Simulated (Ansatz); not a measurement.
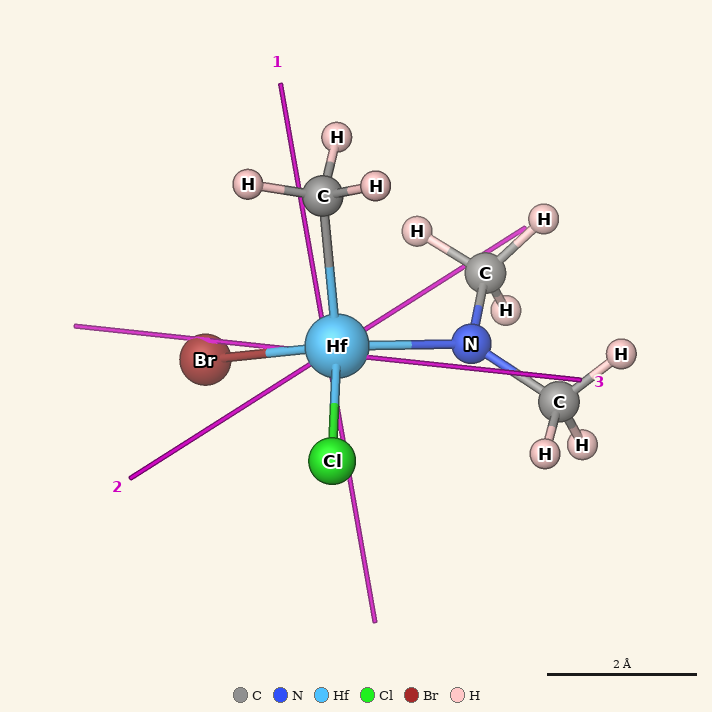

The three principal axes of inertia are drawn and numbered. Depth is shown by fading: the farther an atom, the more it takes the colour of the background. Charge 0, singlet. The geometry was computed by an optimisation with PBE0-D4/def2-TZVP. Masses are those of the most abundant isotopes; constants are for the rigid equilibrium geometry.

Which line is the a axis (least moment of inertia), which b and which c?

Answer. a is line 3, b is line 2, c is line 1; the moments are 497, 731, 936 u Å².

Classify the rotor and give the rotational constants (GHz).

Answer. An asymmetric top (C1): A = 1.02, B = 0.691, C = 0.540 GHz. Ray's parameter κ is −0.37, nearer the prolate limit.
